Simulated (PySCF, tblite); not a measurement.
# ClH7NSSi3 radical, a small gas-phase stand-in for a defect centre (Si site with back bonds N[SiH3], Cl, S[SiH3]): EPR parameters

What EPR parameters should one expect for `[SiH3]N[Si](Cl)S[SiH3]`? It is drawn as: dangling bond.

Computed with tblite 0.8.0 and PySCF 2.14.0; each step states its level. No surroundings beyond the atoms listed, unless a continuum is named. Atoms count from 0, parts from 1.

## 1. The system as given

13 atoms, charge 0, multiplicity 2; geometry: distance geometry start.

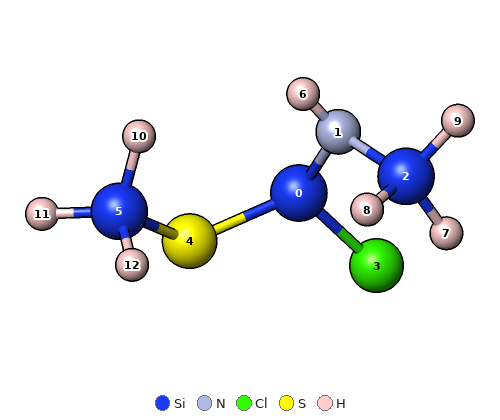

The starting geometry (silicon blue, nitrogen light blue, chlorine green, sulfur yellow, hydrogen pink), atoms numbered.

## 2. Geometry optimisation with GFN2-xTB

What the job is given:

```
{"job": {"kind": "relax", "xc": "GFN2-xTB", "basis": "xTB"}, "charge": 0, "multiplicity": 2}
Si    -0.920567    -1.249442    -1.328773
N     -0.489188     0.436047    -1.818959
Si     0.675112     0.584637    -3.225938
Cl    -1.384973    -2.613738    -2.900998
S      0.209148    -2.055505     0.317432
Si     1.594923    -0.949125     1.551747
H     -0.338622     1.117427    -1.085842
H      0.487101    -0.478754    -4.115013
H      2.016071     0.550007    -2.757950
H      0.447566     1.815952    -3.909546
H      1.246134     0.440041     1.499980
H      1.521353    -1.421190     2.883017
H      2.930301    -1.145247     1.052942
```

Level: GFN2-xTB geometry optimisation, gas phase.

Started as:

```console
OMP_NUM_THREADS=1 python cluster_run.py task.json out
```

The driver reads the jobs from task.json and runs them one after another.

Log:

```text
step      E/eV     max force
  0    -531.65644    2.334
  1    -531.87692    1.183
  2    -532.01920    1.049
  3    -532.09019    1.266
  4    -532.19516    1.017
  5    -532.23840    0.904
  6    -532.27233    0.560
  7    -532.28732    0.409
  8    -532.30226    0.337
  9    -532.31402    0.307
 10    -532.32566    0.306
 11    -532.33848    0.343
 12    -532.35099    0.312
 13    -532.36114    0.296
 14    -532.36819    0.253
 15    -532.37203    0.152
 16    -532.37485    0.126
 17    -532.37764    0.162
 18    -532.38119    0.251
 19    -532.38571    0.284
 20    -532.39004    0.199
 21    -532.39268    0.127
 22    -532.39411    0.086
 23    -532.39553    0.109
 24    -532.39730    0.120
 25    -532.39942    0.150
 26    -532.40164    0.153
 27    -532.40380    0.131
 28    -532.40593    0.141
 29    -532.40784    0.119
 30    -532.40924    0.101
 31    -532.41033    0.098
 32    -532.41154    0.123
 33    -532.41297    0.130
 34    -532.41423    0.098
 35    -532.41509    0.076
 36    -532.41586    0.108
 37    -532.41715    0.156
 38    -532.41942    0.187
 39    -532.42235    0.161
 40    -532.42421    0.124
 41    -532.42509    0.071
 42    -532.42578    0.077
 43    -532.42649    0.090
 44    -532.42745    0.106
 45    -532.42834    0.096
 46    -532.42895    0.051
 47    -532.42925    0.036
 48    -532.42938    0.021
 49    -532.42946    0.023
 50    -532.42953    0.018
 51    -532.42963    0.023
 52    -532.42977    0.037
 53    -532.42993    0.038
 54    -532.43005    0.027
 55    -532.43011    0.022
 56    -532.43016    0.028
 57    -532.43026    0.037
 58    -532.43044    0.047
 59    -532.43072    0.058
 60    -532.43099    0.046
 61    -532.43116    0.032
 62    -532.43127    0.030
 63    -532.43144    0.044
 64    -532.43186    0.077
 65    -532.43282    0.132
 66    -532.43434    0.174
 67    -532.43600    0.129
 68    -532.43802    0.094
 69    -532.43902    0.111
 70    -532.44011    0.160
 71    -532.44165    0.173
 72    -532.44436    0.113
 73    -532.45019    0.123
 74    -532.45404    0.231
 75    -532.45855    0.164
 76    -532.46048    0.128
 77    -532.46156    0.078
 78    -532.46229    0.067
 79    -532.46315    0.096
 80    -532.46397    0.090
 81    -532.46514    0.088
 82    -532.46607    0.067
 83    -532.46684    0.074
 84    -532.46728    0.054
 85    -532.46774    0.071
 86    -532.46805    0.069
 87    -532.46846    0.051
 88    -532.46875    0.049
 89    -532.46922    0.041
 90    -532.46958    0.045
 91    -532.46984    0.051
 92    -532.47010    0.050
 93    -532.47031    0.036
 94    -532.47054    0.024
 95    -532.47061    0.021
 96    -532.47066    0.016
 97    -532.47073    0.017
 98    -532.47078    0.017
 99    -532.47084    0.025
100    -532.47089    0.025
101    -532.47095    0.020
102    -532.47101    0.015
103    -532.47106    0.013
104    -532.47110    0.012
105    -532.47112    0.011
106    -532.47114    0.011
107    -532.47118    0.019
108    -532.47124    0.026
109    -532.47133    0.029
110    -532.47145    0.029
111    -532.47157    0.031
112    -532.47171    0.027
113    -532.47185    0.044
114    -532.47200    0.047
115    -532.47216    0.038
116    -532.47235    0.037
117    -532.47252    0.031
118    -532.47271    0.032
119    -532.47288    0.032
120    -532.47304    0.034
121    -532.47318    0.034
122    -532.47329    0.034
123    -532.47339    0.028
124    -532.47349    0.027
125    -532.47362    0.029
126    -532.47373    0.034
127    -532.47393    0.034
128    -532.47411    0.024
129    -532.47433    0.030
130    -532.47461    0.051
131    -532.47475    0.049
132    -532.47505    0.047
133    -532.47521    0.026
134    -532.47540    0.029
135    -532.47551    0.040
136    -532.47568    0.041
137    -532.47578    0.026
138    -532.47586    0.017
139    -532.47591    0.022
140    -532.47596    0.021
141    -532.47600    0.018
142    -532.47604    0.014
143    -532.47609    0.019
144    -532.47613    0.017
145    -532.47616    0.014
146    -532.47618    0.015
147    -532.47621    0.015
148    -532.47624    0.017
149    -532.47629    0.016
150    -532.47632    0.012
151    -532.47635    0.016
152    -532.47639    0.020
153    -532.47644    0.024
154    -532.47650    0.022
155    -532.47656    0.018
156    -532.47662    0.023
157    -532.47671    0.032
158    -532.47685    0.045
159    -532.47706    0.057
160    -532.47727    0.049
161    -532.47748    0.034
162    -532.47763    0.037
163    -532.47783    0.038
164    -532.47810    0.046
165    -532.47851    0.057
166    -532.47903    0.055
167    -532.47961    0.059
168    -532.48020    0.056
169    -532.48045    0.062
170    -532.48070    0.114
171    -532.48093    0.093
172    -532.48147    0.034
173    -532.48186    0.037
174    -532.48211    0.042
175    -532.48235    0.028
176    -532.48256    0.041
177    -532.48272    0.048
178    -532.48302    0.057
179    -532.48328    0.051
180    -532.48349    0.045
181    -532.48368    0.071
182    -532.48389    0.050
183    -532.48412    0.051
184    -532.48427    0.023
185    -532.48439    0.027
186    -532.48451    0.025
187    -532.48457    0.019
188    -532.48462    0.014
189    -532.48466    0.015
190    -532.48470    0.016
191    -532.48473    0.014
192    -532.48476    0.013
193    -532.48478    0.012
194    -532.48480    0.019
195    -532.48484    0.021
196    -532.48487    0.018
197    -532.48490    0.014
198    -532.48493    0.013
199    -532.48496    0.018
200    -532.48499    0.021
201    -532.48499    0.021
202    -532.48542    0.015
203    -532.48549    0.013
204    -532.48553    0.007
```

Run time: 5.1 s. Hardware: 1 thread of Arm Neoverse V2, shared host.

Step by step:

| step | energy from step 0 (eV) | largest force (eV/Å) |
| --- | --- | --- |
| 0 | 0.0000 | 2.3337 |
| 8 | -0.6458 | 0.3371 |
| 16 | -0.7184 | 0.1259 |
| 24 | -0.7409 | 0.1208 |
| 32 | -0.7551 | 0.1229 |
| 40 | -0.7678 | 0.1234 |
| 48 | -0.7729 | 0.0216 |
| 56 | -0.7737 | 0.0277 |
| 64 | -0.7754 | 0.0772 |
| 72 | -0.7879 | 0.1132 |
| 80 | -0.8075 | 0.0905 |
| 88 | -0.8123 | 0.0497 |
| 96 | -0.8142 | 0.0161 |
| 104 | -0.8147 | 0.0124 |
| 112 | -0.8153 | 0.0267 |
| 120 | -0.8166 | 0.0334 |
| 128 | -0.8177 | 0.0238 |
| 136 | -0.8192 | 0.0410 |
| 144 | -0.8197 | 0.0166 |
| 152 | -0.8200 | 0.0203 |
| 160 | -0.8208 | 0.0490 |
| 168 | -0.8238 | 0.0566 |
| 176 | -0.8261 | 0.0413 |
| 184 | -0.8278 | 0.0232 |
| 192 | -0.8283 | 0.0130 |
| 200 | -0.8286 | 0.0203 |
| 204 | -0.8291 | 0.0071 |

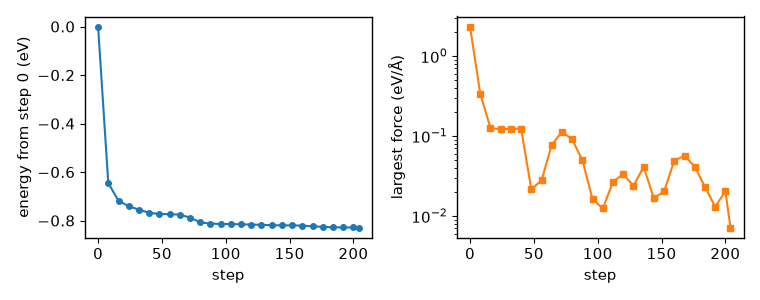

Energy and force, step by step.

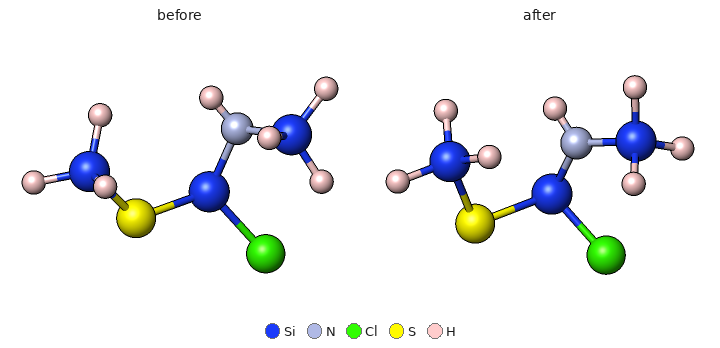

Before and after, at one scale.

Close pairs (by a distance rule), those that changed most:

| bond | before (Å) | after (Å) | change (Å) |
| --- | --- | --- | --- |
| Si0–Cl3 | 2.133 | 2.019 | -0.114 |
| N1–Si2 | 1.832 | 1.747 | -0.085 |
| Si0–N1 | 1.808 | 1.727 | -0.080 |
| Si2–H7 | 1.399 | 1.461 | +0.062 |
| Si2–H8 | 1.421 | 1.463 | +0.042 |
| Si5–H11 | 1.414 | 1.452 | +0.037 |
| Si2–H9 | 1.427 | 1.462 | +0.035 |
| Si0–S4 | 2.153 | 2.187 | +0.034 |

## 3. Relaxing the molecule at PBE0-D3(BJ)/def2-SVP

What the job is given:

```
{"job": {"xc": "PBE0", "basis": "def2-SVP", "d3": "d3bj", "grid": 2, "kind": "geom", "shake": 0.01}, "charge": 0, "multiplicity": 2}
Si    -1.520546    -0.959950    -0.108681
N     -0.680884     0.478708    -0.589052
Si     0.156358     0.815252    -2.083651
Cl    -1.392512    -2.228269    -1.659561
S     -0.561134    -1.847771     1.607783
Si     0.704200    -0.287170     2.384399
H     -0.717283     1.247162     0.064851
H     -0.748800     0.719491    -3.192508
H      1.270428    -0.135317    -2.197818
H      0.672994     2.176538    -1.880285
H     -0.139410     0.858091     2.708793
H      1.282307    -0.914656     3.574828
H      1.684491     0.060519     1.378306
```

Log:

```text
step   0  E = -1784.63237808  max force = 0.023388
step   1  E = -1784.63994203  max force = 0.007638
step   2  E = -1784.64081566  max force = 0.005416
step   3  E = -1784.64122328  max force = 0.001564
step   4  E = -1784.64139756  max force = 0.001769
step   5  E = -1784.64177175  max force = 0.003736
step   6  E = -1784.64201433  max force = 0.002548
step   7  E = -1784.64240944  max force = 0.001241
step   8  E = -1784.64249581  max force = 0.002140
step   9  E = -1784.64256530  max force = 0.001223
step  10  E = -1784.64260867  max force = 0.000523
step  11  E = -1784.64269319  max force = 0.001095
step  12  E = -1784.64278689  max force = 0.001931
step  13  E = -1784.64283108  max force = 0.001264
step  14  E = -1784.64284950  max force = 0.000314
step  15  E = -1784.64285202  max force = 0.000122
optimisation converged
```

Wall time 5.4 min (1 thread of Arm Neoverse V2, shared host); peak memory 0.75 GiB.

Step by step:

| step | energy from step 0 (eV) | largest force component (eV/Å) |
| --- | --- | --- |
| 0 | 0.0000 | 1.2027 |
| 1 | -0.2058 | 0.3928 |
| 2 | -0.2296 | 0.2785 |
| 3 | -0.2407 | 0.0804 |
| 4 | -0.2454 | 0.0910 |
| 5 | -0.2556 | 0.1921 |
| 6 | -0.2622 | 0.1310 |
| 7 | -0.2730 | 0.0638 |
| 8 | -0.2753 | 0.1100 |
| 9 | -0.2772 | 0.0629 |
| 10 | -0.2784 | 0.0269 |
| 11 | -0.2807 | 0.0563 |
| 12 | -0.2832 | 0.0993 |
| 13 | -0.2844 | 0.0650 |
| 14 | -0.2849 | 0.0161 |
| 15 | -0.2850 | 0.0063 |

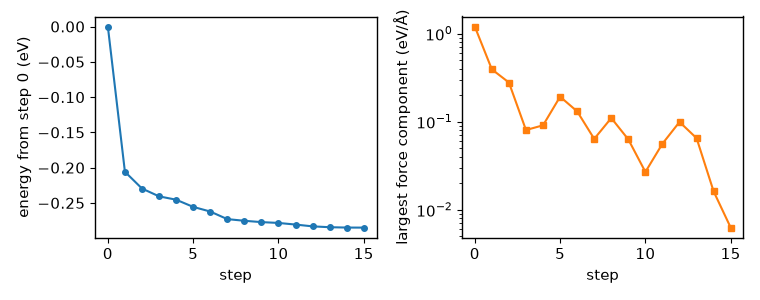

Energy and force, step by step.

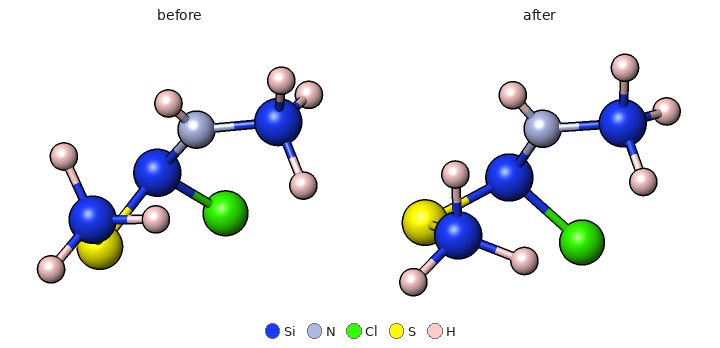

The geometry before (left) and after (right).

Distances of close pairs at the start and the end, largest changes first:

| bond | before (Å) | after (Å) | change (Å) |
| --- | --- | --- | --- |
| Si0–Cl3 | 2.008 | 2.087 | +0.079 |
| Si2–H7 | 1.435 | 1.491 | +0.056 |
| Si5–H12 | 1.447 | 1.490 | +0.043 |
| Si5–H10 | 1.459 | 1.492 | +0.033 |
| Si5–H11 | 1.465 | 1.491 | +0.026 |
| Si2–H9 | 1.470 | 1.493 | +0.023 |
| Si2–H8 | 1.469 | 1.491 | +0.022 |
| N1–Si2 | 1.746 | 1.763 | +0.017 |

The final coordinates are the input of the step that follows.

| at the end point | value |
| --- | --- |
| point group (found at 0.08 Å tolerance) | C1 |
| rotational constants (GHz, main isotopes) | 1.515, 0.907, 0.707 |
| dipole moment (D) | 2.30 |
| ⟨S²⟩ | 0.752 |

## 4. EPR parameters: B3LYP/IGLO-III+pcH-1

What the job is given:

```
{"job": {"kind": "epr"}, "charge": 0, "multiplicity": 2}
Si    -1.611810    -0.958401    -0.110630
N     -0.894744     0.565616    -0.507113
Si     0.130832     0.988782    -1.877267
Cl    -0.646736    -2.289321    -1.395702
S     -1.267001    -1.412675     1.962407
Si     0.714971    -0.556657     2.107861
H     -1.193967     1.348602     0.070935
H     -0.502768     0.627314    -3.177730
H      1.463119     0.326396    -1.782709
H      0.304645     2.469644    -1.803704
H      0.663713     0.931534     2.198478
H      1.286752    -1.102443     3.371845
H      1.548294    -0.967681     0.942981
```

Method: UKS B3LYP, IGLO-III on Cl N S Si, pcH-1 on H, non-relativistic, mean-field spin-orbit, GIAO.

Log:

```text
UKS, coarse grid
  cycle   1  E = -1786.02971246  |g| = 4.32e-01
  cycle   2  E = -1785.94268004  |g| = 6.00e-01
  cycle   3  E = -1786.09717225  |g| = 1.11e-01
  cycle   4  E = -1786.10152693  |g| = 5.34e-02
  cycle   5  E = -1786.10286270  |g| = 1.03e-02
  cycle   6  E = -1786.10290679  |g| = 4.78e-03
  cycle   7  E = -1786.10291970  |g| = 1.02e-03
  cycle   8  E = -1786.10291989  |g| = 4.52e-04
UKS, final grid
  cycle   1  E = -1786.10296235  |g| = 5.61e-04
  cycle   2  E = -1786.10296218  |g| = 8.04e-04
  cycle   3  E = -1786.10296252  |g| = 7.48e-05
  cycle   4  E = -1786.10296253  |g| = 2.76e-05
E = -1786.10296253 Eh   <S^2> = 0.7522 (exact 0.7500)
g shifts (ppm)      1          2          3
  rmc          -202       -202       -202
  gc             31         95         88
  oz_so         616        902       3836
  total         445        795       3723
hyperfine (MHz)  atom isotope    a_iso     a_fc   dipolar eigenvalues
    0  29Si    -958.00    -958.95   -114.39     56.11     58.28
    1   14N      17.54      17.51     -5.60     -5.27     10.88
    2  29Si       2.36       2.37     -1.96      0.75      1.20
    3  35Cl      30.55      30.17    -18.26    -18.06     36.32
    4   33S      54.59      54.50    -11.61    -11.24     22.85
    5  29Si      -6.82      -6.87     -5.63      2.69      2.95
    6    1H      -7.72      -7.75     -7.28     -2.68      9.96
    7    1H       3.89       3.88     -1.26     -1.07      2.33
    8    1H       8.49       8.49     -1.11     -0.68      1.79
    9    1H       1.76       1.76     -1.05     -0.93      1.98
   10    1H      -1.32      -1.32     -1.31     -0.38      1.69
   11    1H      15.27      15.27     -1.34     -0.10      1.44
   12    1H      -1.69      -1.69     -1.33     -0.50      1.82
```

Wall time 1.8 min (1 thread of Arm Neoverse V2, shared host); peak memory 1.3 GiB.

Principal g values 2.00276, 2.00311, 2.00604; g(iso) = 2.00397, against 2.00232 for a free electron.

Hyperfine couplings, nucleus by nucleus at this fixed geometry (no averaging over rotations):

| nuclei | isotope | a(iso) (MHz) | a(iso) (G, at g = 2.0023) | largest dipolar term (MHz) |
| --- | --- | --- | --- | --- |
| Si0 | 29Si | -958.0 | -341.8 | -114.4 |
| S4 | 33S | 54.6 | 19.5 | 22.9 |
| Cl3 | 35Cl | 30.5 | 10.9 | 36.3 |
| N1 | 14N | 17.5 | 6.3 | 10.9 |
| H11 | 1H | 15.3 | 5.4 | 1.4 |
| H8 | 1H | 8.5 | 3.0 | 1.8 |
| H6 | 1H | -7.7 | -2.8 | 10.0 |
| Si5 | 29Si | -6.8 | -2.4 | -5.6 |
| H7 | 1H | 3.9 | 1.4 | 2.3 |
| Si2 | 29Si | 2.4 | 0.8 | -2.0 |
| H9 | 1H | 1.8 | 0.6 | 2.0 |
| H12 | 1H | -1.7 | -0.6 | 1.8 |
| H10 | 1H | -1.3 | -0.5 | 1.7 |

Mulliken spin populations:

Si0 0.72; N1 0.07; Si2 0.01; Cl3 0.08; S4 0.09; Si5 0.02; H6 -0.01; H7 0.00; H8 0.00; H9 0.00; H10 0.00; H11 0.01; H12 0.00

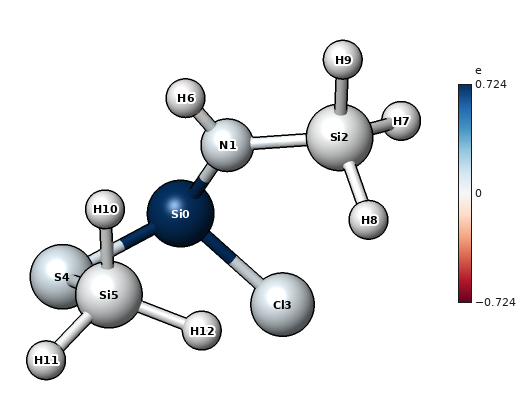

Mulliken spin populations, as colours on the atoms.

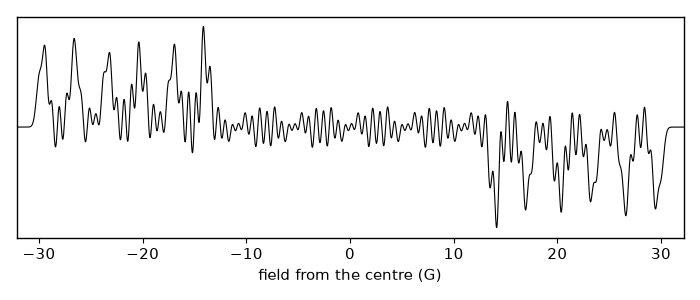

First-order isotropic spectrum (first derivative, main isotopes with spin only, couplings over 0.8 MHz, Gaussian width 0.3 G; couplings of the frozen geometry, rotation of groups not averaged beyond the rows shown).

## 5. EPR parameters: BHandHLYP/IGLO-III+pcH-1

The job, as its differences from that of step 4:

```diff
@@ -1,2 +1,2 @@
-{"job": {"kind": "epr"}, "charge": 0, "multiplicity": 2}
+{"job": {"kind": "epr", "xc": "BHandHLYP"}, "charge": 0, "multiplicity": 2}
 Si    -1.611810    -0.958401    -0.110630
```

Level: UKS BHandHLYP, IGLO-III on Cl N S Si, pcH-1 on H, non-relativistic, mean-field spin-orbit, GIAO.

Log:

```text
UKS, coarse grid
  cycle   1  E = -1785.89937357  |g| = 3.57e-01
  cycle   2  E = -1785.92191314  |g| = 3.12e-01
  cycle   3  E = -1785.96346657  |g| = 5.35e-02
  cycle   4  E = -1785.96473186  |g| = 2.31e-02
  cycle   5  E = -1785.96502666  |g| = 8.04e-03
  cycle   6  E = -1785.96507435  |g| = 2.42e-03
  cycle   7  E = -1785.96507932  |g| = 9.36e-04
UKS, final grid
  cycle   1  E = -1785.96510655  |g| = 8.50e-04
  cycle   2  E = -1785.96510669  |g| = 9.37e-04
  cycle   3  E = -1785.96510713  |g| = 1.38e-04
  cycle   4  E = -1785.96510717  |g| = 1.12e-04
  cycle   5  E = -1785.96510718  |g| = 2.05e-05
  cycle   6  E = -1785.96510718  |g| = 8.22e-06
E = -1785.96510718 Eh   <S^2> = 0.7537 (exact 0.7500)
g shifts (ppm)      1          2          3
  rmc          -204       -204       -204
  gc             24         99         93
  oz_so         458        424       3096
  total         279        319       2986
hyperfine (MHz)  atom isotope    a_iso     a_fc   dipolar eigenvalues
    0  29Si    -998.06    -999.03   -124.56     60.46     64.10
    1   14N      19.38      19.35     -5.40     -5.03     10.43
    2  29Si       3.08       3.08     -1.73      0.62      1.11
    3  35Cl      32.58      32.28    -17.97    -17.62     35.59
    4   33S      54.81      54.77    -11.23    -11.08     22.31
    5  29Si      -6.67      -6.72     -5.15      2.32      2.83
    6    1H      -9.04      -9.06     -7.33     -2.78     10.11
    7    1H       2.32       2.32     -1.26     -1.09      2.35
    8    1H       6.60       6.60     -1.08     -0.72      1.80
    9    1H       1.70       1.70     -1.01     -0.93      1.93
   10    1H      -1.32      -1.32     -1.28     -0.43      1.72
   11    1H      15.03      15.03     -1.23     -0.14      1.37
   12    1H      -1.80      -1.81     -1.31     -0.55      1.86
```

Run time: 2.1 min. Hardware: 1 thread of Arm Neoverse V2, shared host; peak memory 1.3 GiB.

In short: g(iso) 2.00351.

## 6. Comparing the runs: EPR parameters

g, ⟨S²⟩ and isotropic hyperfine couplings (MHz), with basis size and wall time:

| run | g(iso) | ⟨S²⟩ | 29Si Si0 | 33S S4 | 35Cl Cl3 | 14N N1 | 1H H11 | functions | time |
| --- | --- | --- | --- | --- | --- | --- | --- | --- | --- |
| B3LYP/IGLO-III+pcH-1 | 2.00397 | 0.752 | -958.0 | 54.6 | 30.5 | 17.5 | 15.3 | 325 | 1.8 min |
| BHandHLYP/IGLO-III+pcH-1 | 2.00351 | 0.754 | -998.1 | 54.8 | 32.6 | 19.4 | 15.0 | 325 | 2.1 min |

## 7. Summary of results

| quantity | value |
| --- | --- |
| point group | C1 |
| rotational constants (main isotopes) | 1.52, 0.91, 0.71 GHz |
| g(iso) (B3LYP) | 2.00397 |
| ⟨S²⟩ | 0.752 (exact 0.75) |
| largest a(iso) | 29Si on Si0, -958.0 MHz |

The start of the PBE0/def2-SVP relaxation was shaken at random by about 0.01 Å, so part of the energy gained, and of the first lengths quoted, undoes that. Relaxing lowered the energy by 0.285 eV in 15 steps; the close pair that moved most is Si0–Cl3, from 2.008 to 2.087 Å (PBE0/def2-SVP). No frequency check was run at this level, so the end point may be a saddle. Si0 carries the largest spin population, 0.72 e. The isotropic g lies 1.7 ppt above the free-electron value. The coupling of 29Si on Si0 runs from -998.1 (BHandHLYP/IGLO-III+pcH-1) to -958.0 MHz (B3LYP/IGLO-III+pcH-1). A capped cluster stands for the solid here, so long-range fields and strain are missing, and bands or shifts of the capping hydrogens have no counterpart in it.
